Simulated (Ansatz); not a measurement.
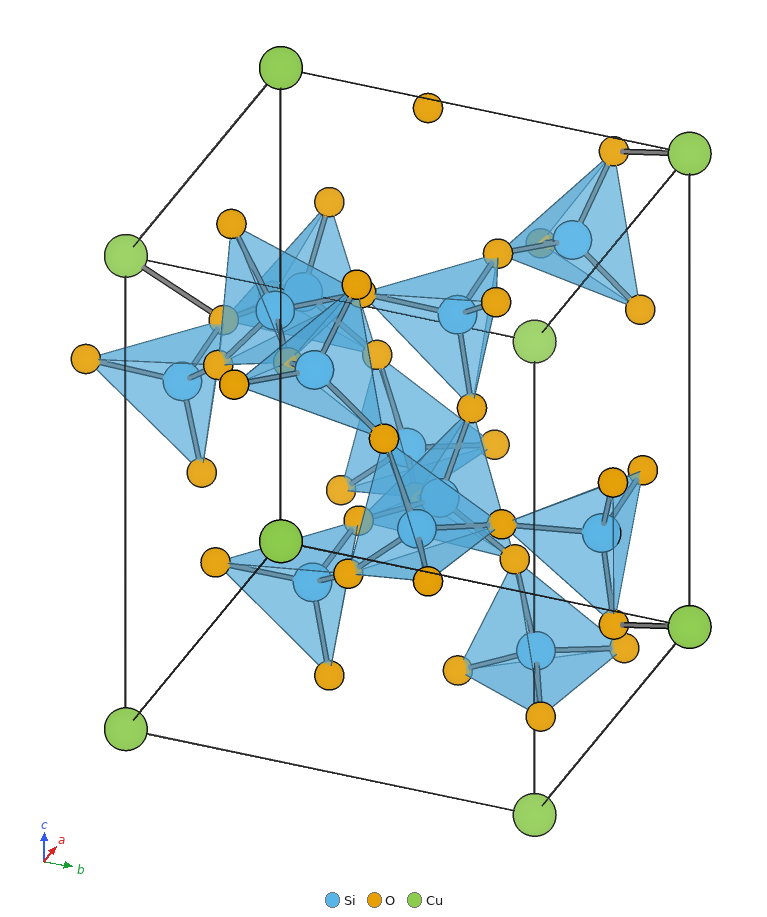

Polyhedral drawing of the structure, looking from a general direction. The parallelepiped is the simulation cell. A few atoms beyond the faces are included. Cell: a = 7.454 Å, b = 7.454 Å, c = 8.695 Å, α = 90.00°, β = 90.00°, γ = 95.32°.

What structure is drawn here?

The structure is one of CuSi12O24. The cell has no symmetry but its translations (space group P1). One cell contains 1 Cu, 12 Si, 24 O, 37 atoms in all.

The cell started as a structure listed in the Materials Project, repeated into a supercell with a point defect put in. The atoms were relaxed in a fixed cell with Ansatz 0.2.0, DFT PBE, scalar-relativistic, plane waves, PAW.
